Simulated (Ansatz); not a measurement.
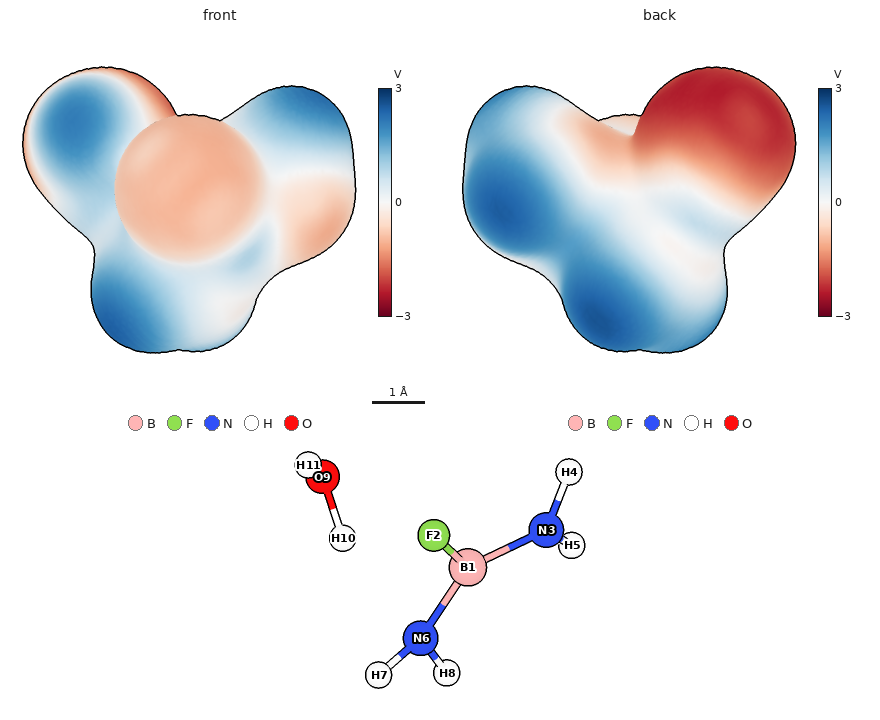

Figure. BFH4N2···H2O. The electrostatic potential painted on the density surface at 0.004 e/bohr³, seen from the front and from behind; red is negative and blue positive. The bare structure is drawn below in the same view.

All numbers below come from RKS PBE/def2-SVP (Ansatz 0.2.0).

```yaml
atoms:
  - { symbol: B, position_ang: [0.0430, -0.3088, -0.2332] }
  - { symbol: F, position_ang: [0.0444, -0.8912, 0.9974] }
  - { symbol: N, position_ang: [1.2680, -0.1734, -0.9249] }
  - { symbol: H, position_ang: [2.1502, -0.3115, -0.4342] }
  - { symbol: H, position_ang: [1.3630, 0.3467, -1.7946] }
  - { symbol: N, position_ang: [-1.2312, 0.1235, -0.7411] }
  - { symbol: H, position_ang: [-2.0808, -0.2876, -0.3521] }
  - { symbol: H, position_ang: [-1.3488, 0.4205, -1.7095] }
  - { symbol: O, position_ang: [-0.3987, 2.2528, 1.1532] }
  - { symbol: H, position_ang: [-0.8889, 1.7450, 0.4662] }
  - { symbol: H, position_ang: [-0.4221, 1.6252, 1.8995] }
```

**Describe the electrostatic potential map.**

The most negative region (about −2.3 V) lies over O9, the most positive (about +2.5 V) over H5 and H8. O9 is the likeliest acceptor of a hydrogen bond.
